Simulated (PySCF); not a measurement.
C2H2OS2, SMILES `C=O.S=C=S`.

PySCF calculation, ωB97X/def2-SVP, gas phase; geometry: GFN2-xTB. The pair's geometry is semi-empirical, so its contact may be too short or too long. GFN2-xTB bond lengths at metals and heavier atoms can be off by up to 0.1 Å and shapes distorted, which carries into these values. Without diffuse functions Rydberg states are missing, so the states' numbers hold for this basis only.

Coordinates in Å:

```
C1      -2.6738   -0.2542    0.1311
O2      -1.7896   -0.9741   -0.2186
H3      -3.6806   -0.6255    0.3833
H4      -2.5488    0.8374    0.2288
S5       0.3772    1.6740   -0.0237
C6       0.9507    0.2326    0.0056
S7       1.5531   -1.1921    0.0434
```

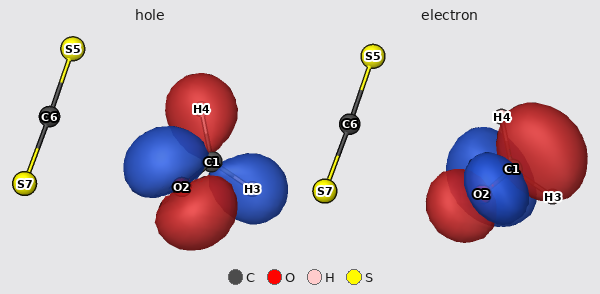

Leading natural transition orbital pair of S₂ (TDA singlet states); the surfaces enclose about 85 % of each orbital's density.

Question: Give its energy and the atoms that hole and electron lie on.

Answer: 4.17 eV (297 nm), f = 0.000 (dark); the leading pair carries 100 %; hole on O2 (64 %), C1 (15 %) and H3 and H4 (9 % each), electron on C1 (51 %), O2 (37 %) and H3 and H4 (6 % each); their centroids lie 0.4 Å apart. In canonical orbitals it is mainly HOMO−2 → LUMO+2 (94 %). The HOMO–LUMO gap is 10.16 eV.
